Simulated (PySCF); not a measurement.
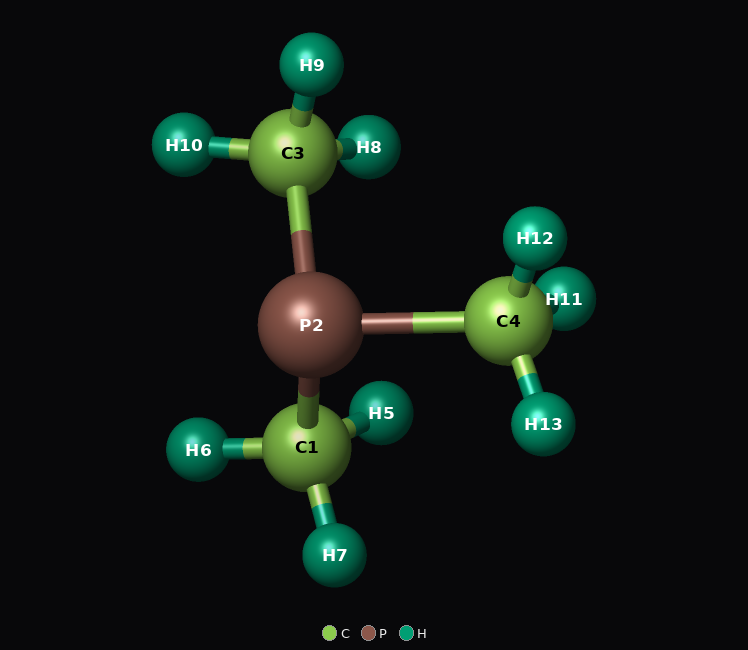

Computed geometry: GFN2-xTB optimisation. No frequency run is at hand to confirm it as a minimum. Level of theory: delta-SCF UKS SCAN, pcX-2 on the ionised atom, pcseg-1 elsewhere, spin-free X2C (PySCF 2.14.0).

Give the core-electron binding energies (to vacuum; p and d levels without spin–orbit splitting) of C1 1s, P2 1s, P2 2p.

```tsv
atom	level	binding energy (eV)
C1	1s	290.3
P2	1s	2149.5
P2	2p	136.2
```

The geometry is semi-empirical. Around P such bond lengths and angles can be off by a tenth of an ångström or more and by several degrees, and values that hang on the shape move with them.
